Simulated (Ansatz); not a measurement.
# UBCCD(T)/def2-SVPD (core potential) run of CH2NSn (SMILES N#[C][SnH2])

Aim: the electronic atomisation energy of CH2NSn at UBCCD(T)/def2-SVPD (core potential), from 5 runs. 

Program for the calculation: Ansatz 0.2.0.

60 further runs of the same task are left out: 60 set aside as unsound or not needed. Runs told in other sessions of the task aren't counted.

## 1. The structure to begin with

CH2NSn: 5 atoms, total charge 0, spin state doublet. As SMILES, `N#[C][SnH2]`. Geometry: relaxed at PBE0-D4/def2-TZVP.

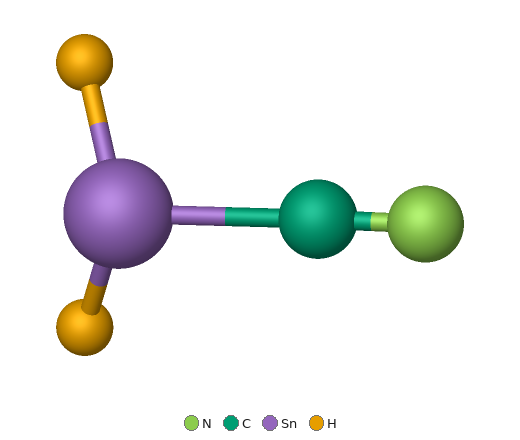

Viewed from a chosen angle; nitrogen green, carbon teal, tin purple, hydrogen amber.

## 2. The energy at UBCCD(T)/def2-SVPD (core potential)

Input file molecule.yaml:

```yaml
crystal:
  periodic: [false, false, false]
  atoms:
    - {symbol: "N", position_ang: [0.833800, -1.535700, 1.665600]}
    - {symbol: C, position_ang: [0.506000, -0.851500, 0.796000]}
    - {symbol: Sn, position_ang: [0.009600, 0.331100, -0.886300]}
    - {symbol: H, position_ang: [-1.648500, 0.038200, -1.184000]}
    - {symbol: H, position_ang: [0.349000, 1.944400, -0.432600]}
basis:
  gaussian: {orbitals: def2-SVPD}
scf: {omitted_lower_state_checks: [cluster_reference, increment]}
magnetization: {spin_polarized: true, initial_magnetization: 1}
correlation: {method: bccd_t, frozen_orbitals: {C: 1, H: 0, "N": 1, Sn: 4}}
accuracy: high
```

On the command line:

```bash
$ ansatz run molecule.yaml --threads 1 --pin off --max-ram 3480MiB --events-out events.jsonl --progress --plain --runs-dir runs
```

What it wrote:

```text
Warning: RAYON_NUM_THREADS=1 ignored (pool sized by the plan → 1); use --threads N
Functional definition: HF
  name "HF"
  exchange = exact_x
  correlation = 0
these checks for a lower state are left out or cut short: cluster_reference, increment
1938 factors; integrals over basis functions are off by at most 2.8e-9 eV
mean field evaluation 1: about -8342.8172 eV, gradient 2.1e1 eV
mean field evaluation 2: about -8342.9201 eV, gradient 2.1e1 eV
mean field evaluation 4: about -8345.8783 eV, gradient 2.7e0 eV
mean field evaluation 8: about -8345.9798 eV, gradient 1.5e-1 eV
mean field evaluation 16: about -8345.9826 eV, gradient 1.0e-7 eV
mean field -8345.98258725 eV, -306.7092029712 hartree, gradient 2.2e-8 eV, S^2 0.771805; 2 other end points of the search recorded, 0 dependent functions left out
6 core orbitals not correlated: weight in the atoms' cores, before any rotation towards them, 1.000 or more for the frozen orbitals, at most 0.000 for the correlated occupied ones
reference -8345.98258725 eV, -306.7092029712 hartree; 13, 12 occupied and 69, 70 virtual orbitals, 1938 factors
second order -10.63526983 eV of doubles, -0.00000000 eV of singles
cycle   1  -10.73027031 eV  change   -9.5e-2 eV  update   1.0e-1
cycle   2  -11.15843036 eV  change   -4.3e-1 eV  update   3.5e-2
cycle   3  -11.24696760 eV  change   -8.9e-2 eV  update   2.0e-2
cycle   4  -11.24875714 eV  change   -1.8e-3 eV  update   9.4e-3
cycle   5  -11.24634766 eV  change    2.4e-3 eV  update   5.6e-3
cycle   6  -11.24419746 eV  change    2.2e-3 eV  update   2.7e-3
cycle   7  -11.24341226 eV  change    7.9e-4 eV  update   1.3e-3
cycle   8  -11.24347859 eV  change   -6.6e-5 eV  update   4.6e-4
cycle   9  -11.24336675 eV  change    1.1e-4 eV  update   1.8e-4
cycle  10  -11.24329726 eV  change    6.9e-5 eV  update   7.5e-5
cycle  11  -11.24332336 eV  change   -2.6e-5 eV  update   3.7e-5
cycle  12  -11.24332165 eV  change    1.7e-6 eV  update   1.4e-5
cycle  13  -11.24333374 eV  change   -1.2e-5 eV  update   5.6e-6
cycle  14  -11.24333835 eV  change   -4.6e-6 eV  update   2.2e-6
cycle  15  -11.24333846 eV  change   -1.0e-7 eV  update   1.2e-6
cycle  16  -11.24333827 eV  change    1.9e-7 eV  update   6.4e-7
cycle  17  -11.24333827 eV  change   8.3e-10 eV  update   2.8e-7
cycle  18  -11.24333815 eV  change    1.2e-7 eV  update   1.4e-7
cycle  19  -11.24333816 eV  change   -1.8e-8 eV  update   7.5e-8
cycle  20  -11.24333809 eV  change    7.0e-8 eV  update   4.9e-8
cycle  21  -11.24333807 eV  change    2.8e-8 eV  update   3.4e-8
cycle  22  -11.24333770 eV  change    3.7e-7 eV  update   1.0e-7
cycle  23  -11.24333774 eV  change   -3.9e-8 eV  update   2.8e-8
cycle  24  -11.24333772 eV  change    2.2e-8 eV  update   1.1e-8
cycle  25  -11.24333772 eV  change  -6.5e-10 eV  update   5.4e-9
cycle  26  -11.24333772 eV  change   -1.5e-9 eV  update   2.7e-9
cycle  27  -11.24333772 eV  change   2.2e-10 eV  update   1.3e-9
perturbative correction -0.52856290 eV, -0.0194243284 hartree
Total energy: -8357.75448787 eV, -307.1418123398 hartree
Checks for a lower state left out: cluster_reference, increment
```

Run time: 100 s. Hardware: 1 thread of Arm Neoverse V2, shared host; peak memory 1.4 GiB.

## 3. The C atom, same level

Input file in.yaml:

```yaml
crystal:
  periodic: [false, false, false]
  atoms:
    - {symbol: C, position_ang: [0.000000, 0.000000, 0.000000]}
basis:
  gaussian:
    orbitals: def2-SVPD
correlation:
  method: bccd_t
  frozen_orbitals: {C: 1}
scf:
  omitted_lower_state_checks: [cluster_reference, increment]
accuracy: high
magnetization:
  spin_polarized: true
  initial_magnetization: 2
```

On the command line:

```bash
$ ansatz run in.yaml --threads 1 --pin off --max-ram 3480MiB --events-out events.jsonl --progress --plain --runs-dir runs
```

What it wrote:

```text
Warning: RAYON_NUM_THREADS=1 ignored (pool sized by the plan → 1); use --threads N
[... 4 set-up lines as earlier in the session ...]
these checks for a lower state are left out or cut short: cluster_reference, increment
163 factors; integrals over basis functions are off by at most 3.2e-9 eV
mean field evaluation 1: about -1024.0898 eV, gradient 6.1e0 eV
mean field evaluation 2: about -1024.0916 eV, gradient 6.1e0 eV
mean field evaluation 4: about -1024.4072 eV, gradient 2.6e-1 eV
mean field evaluation 8: about -1024.4069 eV, gradient 5.7e-4 eV
mean field evaluation 16: about -1024.4069 eV, gradient 1.8e-2 eV
mean field evaluation 32: about -1024.4074 eV, gradient 2.6e-1 eV
mean field -1024.40687703 eV, -37.6462583631 hartree, gradient 3.5e-8 eV, S^2 2.010192; 3 other end points of the search recorded, 0 dependent functions left out
1 core orbitals not correlated: weight in the atoms' cores, before any rotation towards them, 1.000 or more for the frozen orbitals, at most 0.000 for the correlated occupied ones
reference -1024.40687703 eV, -37.6462583631 hartree; 3, 1 occupied and 16, 18 virtual orbitals, 163 factors
second order -1.45589266 eV of doubles, -0.00000000 eV of singles
cycle   1  -1.82657413 eV  change   -3.7e-1 eV  update   4.8e-2
cycle   2  -2.00875638 eV  change   -1.8e-1 eV  update   2.2e-2
cycle   3  -2.02234691 eV  change   -1.4e-2 eV  update   5.9e-3
cycle   4  -2.02442208 eV  change   -2.1e-3 eV  update   9.3e-4
cycle   5  -2.02350516 eV  change    9.2e-4 eV  update   2.1e-4
cycle   6  -2.02398749 eV  change   -4.8e-4 eV  update   5.8e-5
cycle   7  -2.02385211 eV  change    1.4e-4 eV  update   1.8e-5
cycle   8  -2.02388242 eV  change   -3.0e-5 eV  update   5.5e-6
cycle   9  -2.02387662 eV  change    5.8e-6 eV  update   1.3e-6
cycle  10  -2.02387661 eV  change    1.2e-8 eV  update   2.1e-7
cycle  11  -2.02387645 eV  change    1.5e-7 eV  update   5.4e-8
cycle  12  -2.02387655 eV  change   -9.2e-8 eV  update   2.3e-8
cycle  13  -2.02387647 eV  change    7.6e-8 eV  update   1.9e-8
cycle  14  -2.02387651 eV  change   -3.6e-8 eV  update   1.1e-8
cycle  15  -2.02387650 eV  change    4.2e-9 eV  update   1.8e-8
cycle  16  -2.02387649 eV  change    1.0e-8 eV  update   6.1e-9
cycle  17  -2.02387649 eV  change    1.7e-9 eV  update   1.3e-9
cycle  18  -2.02387649 eV  change   4.9e-10 eV  update  4.3e-10
cycle  19  -2.02387649 eV  change   3.0e-10 eV  update  1.3e-10
perturbative correction -0.03638256 eV, -0.0013370345 hartree
Total energy: -1026.46713608 eV, -37.7219714867 hartree
Checks for a lower state left out: cluster_reference, increment
```

Run time: 0.3 s. Hardware: 1 thread of Arm Neoverse V2, shared host.

## 4. The H atom: a single-point energy at UHF/def2-SVPD

Input file input.yaml:

```yaml
crystal:
  periodic: [false, false, false]
  atoms:
    - symbol: H
      position_ang: [0.000000, 0.000000, 0.000000]
basis:
  gaussian:
    orbitals: def2-SVPD
accuracy: high
hamiltonian:
  xc: hf
magnetization:
  spin_polarized: true
  initial_magnetization: 1
```

Run the same way, it converges to -0.49928 Eh (log not shown).

## 5. The N atom

Input file run.yaml:

```yaml
crystal:
  periodic: [false, false, false]
  atoms:
    - {symbol: "N", position_ang: [0.000000, 0.000000, 0.000000]}
basis:
  gaussian:
    orbitals: def2-SVPD
magnetization:
  spin_polarized: true
  initial_magnetization: 3
correlation:
  method: bccd_t
  frozen_orbitals: {"N": 1}
accuracy: high
scf:
  omitted_lower_state_checks: [cluster_reference, increment]
```

Run the same way, it converges to -54.42958 Eh (log not shown).

## 6. The Sn atom

Input file run.yaml:

```yaml
crystal:
  periodic: [false, false, false]
  atoms:
    - {symbol: Sn, position_ang: [0.000000, 0.000000, 0.000000]}
basis:
  gaussian:
    orbitals: def2-SVPD
magnetization:
  spin_polarized: true
  initial_magnetization: 2
correlation:
  method: bccd_t
  frozen_orbitals: {Sn: 4}
accuracy: high
scf:
  omitted_lower_state_checks: [cluster_reference, increment]
```

Run the same way, it converges to -213.41180 Eh (log not shown).

## 7. Summary of results

At UBCCD(T)/def2-SVPD (core potential), 6 core orbitals frozen:

| quantity | value |
| --- | --- |
| molecule: total energy | -307.14181 Eh |
| molecule: correlation energy (6 core orbitals frozen) | -432.6 mEh |
| molecule: (T) correction | -19.42 mEh |
| molecule: ⟨S²⟩ of the reference determinant | 0.772 |
| C atom: total energy | -37.72197 Eh |
| C atom: correlation energy (1 core orbital frozen) | -75.7 mEh |
| C atom: (T) correction | -1.34 mEh |
| C atom: ⟨S²⟩ of the reference determinant | 2.010 |
| H atom: total energy | -0.49928 Eh |
| H atom: ⟨S²⟩ | 0.750 |
| N atom: total energy | -54.42958 Eh |
| N atom: correlation energy (1 core orbital frozen) | -92.3 mEh |
| N atom: (T) correction | -1.21 mEh |
| N atom: ⟨S²⟩ of the reference determinant | 3.759 |
| Sn atom: total energy | -213.41180 Eh |
| Sn atom: correlation energy (4 core orbitals frozen) | -75.3 mEh |
| Sn atom: (T) correction | -1.91 mEh |
| Sn atom: ⟨S²⟩ of the reference determinant | 2.012 |
| electronic atomisation energy | 15.780 eV |

In words: Taking the molecule apart into free atoms costs 15.78 eV (1523 kJ/mol), before zero-point energy and without spin-orbit coupling. The triples (molecule) make up 4.5 % of the correlation energy. The triples (C atom) make up 1.8 % of the correlation energy. The triples (N atom) make up 1.3 % of the correlation energy. The triples (Sn atom) make up 2.5 % of the correlation energy.
